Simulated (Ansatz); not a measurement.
Input

```
crystal:
  periodic: [false, false, false]
  atoms:
    - {symbol: C, position_ang: [-1.457505, 1.295425, -1.193483]}
    - {symbol: C, position_ang: [-0.549083, 0.379412, -1.765622]}
    - {symbol: C, position_ang: [0.758327, 0.410619, 0.104568]}
    - {symbol: C, position_ang: [-1.121541, 1.704208, 0.114780]}
    - {symbol: B, position_ang: [-2.710661, 1.802216, -1.931824]}
    - {symbol: "N", position_ang: [0.538845, -0.059743, -1.137446]}
    - {symbol: N, position_ang: [-0.038337, 1.276113, 0.758700]}
    - {symbol: Si, position_ang: [2.289591, -0.246019, 1.030934]}
    - {symbol: H, position_ang: [-2.949324, 1.417663, -3.049491]}
    - {symbol: H, position_ang: [-3.453699, 2.583980, -1.392588]}
    - {symbol: H, position_ang: [-0.724130, -0.006855, -2.777632]}
    - {symbol: H, position_ang: [1.892385, -1.485733, 1.759610]}
    - {symbol: H, position_ang: [2.759316, 0.773062, 2.007368]}
    - {symbol: H, position_ang: [3.363961, -0.569675, 0.054307]}
    - {symbol: H, position_ang: [-1.768149, 2.409420, 0.651967]}
basis:
  gaussian:
    orbitals: def2-SVPD
hamiltonian:
  xc: pbe0
output: {forces: true, orbitals: {seedname: orbitals}}
```

Command:

```sh
ansatz run input.yaml --threads 2 --pin off --max-ram 5220MiB --events-out events.jsonl --progress --plain --runs-dir runs
```

Geometry: B3LYP-D3(BJ)/def2-SVP.

Computed with Ansatz, isolated molecule in a Gaussian basis; Kohn-Sham density functional theory, functional PBE0.

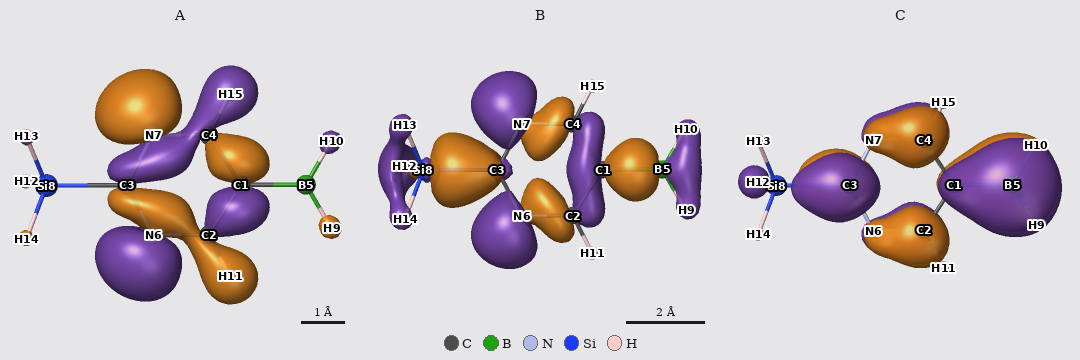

C₄H₇BN₂Si (SMILES Bc1cnc([SiH3])nc1). Three frontier orbitals at ±0.08 Å⁻³ᐟ² (orange and purple are the two phases), in no order.

Q: Order the three orbitals by energy and name them.

A: B is the HOMO−1 (−8.35 eV). By Hirshfeld shares it lies mainly on N6 (about 25 %), N7 (about 25 %), C3 (about 15 %), Si8 (about 10 %) and C1 (about 5 %). A is the HOMO (−7.59 eV). Its weight (Hirshfeld) is mainly on N6 (about 35 %), N7 (about 35 %) and C3 (about 5 %). C is the LUMO (−2.82 eV). It lies mainly on B5 (about 35 %), C3 (about 15 %), C1 (about 10 %), C2 (about 10 %) and C4 (about 10 %).

Q: What is the HOMO–LUMO gap?

A: 4.77 eV between the orbital energies.
